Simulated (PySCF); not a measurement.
# C4H4F2: the cost of one run

Programs: PySCF 2.14.0, with density-fitted response routines of our own. Each step states its level of theory. These are calculated values for one molecule in the gas phase, unless marked as measured. Atoms count from 0, in the outputs and in this text.

**1. The molecule as given**

10 atoms, charge 0, multiplicity 1; geometry from: GFN2-xTB. The atoms were then displaced at random by about 0.01 Å, so the start is not that level's minimum.

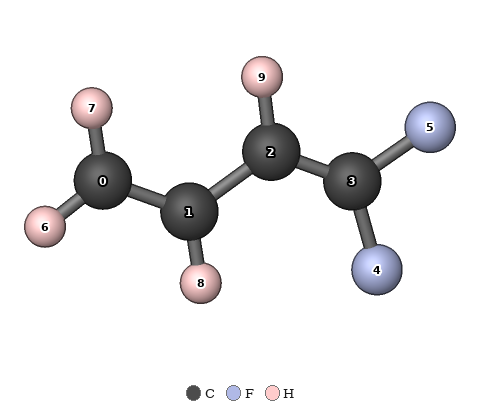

As it starts; carbon dark grey, fluorine light blue, hydrogen pink, atoms numbered; sticks join atoms by distance.

**2. Optimising the geometry at PBE0-D3(BJ)/def2-SVP**

What the job is given:

```
{"job": {"xc": "PBE0", "basis": "def2-SVP", "d3": "d3bj", "grid": 1, "shake": 0.01, "kind": "geom"}, "charge": 0, "multiplicity": 1}
C      1.863100    -0.340180     0.082150
C      0.594770    -0.253260    -0.389800
C     -0.531250     0.235470     0.389980
C     -1.720750     0.311490    -0.059710
F     -2.160780    -0.051970    -1.281300
F     -2.796130     0.756860     0.643100
H      2.663590    -0.682850    -0.525350
H      2.102340     0.001220     1.075280
H      0.367290    -0.557750    -1.376460
H     -0.331750     0.560040     1.421050
```

On the command line:

```
$ OMP_NUM_THREADS=1 python probes_run.py task.json out
```

The driver reads the jobs from task.json and runs them one after another.

**Question.** How long does this first job take on 1 thread of Arm Neoverse V2, shared host, and how much memory does it need?

About 27 s, with a peak of 0.42 GiB.
